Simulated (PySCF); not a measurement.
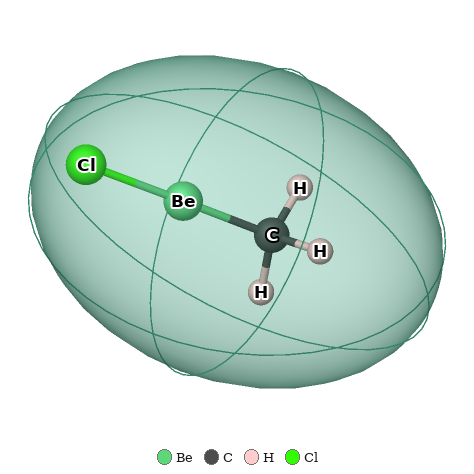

The ellipsoid shows the static dipole polarisability: its half-axes are proportional to the principal values. The computed structure is the end point of a PBE0-D3(BJ)/def2-SVP optimisation. No frequency run is at hand to confirm it as a minimum. Computed with CAM-B3LYP/def2-SVPD (PySCF 2.14.0).

Question: Give the principal values, the mean and the anisotropy.

Answer: Principal values 36.5, 36.5, 50.9 bohr³; mean 41.3 bohr³ (6.13 Å³); anisotropy 14.4 bohr³, so the longest axis is 1.39 times the shortest.
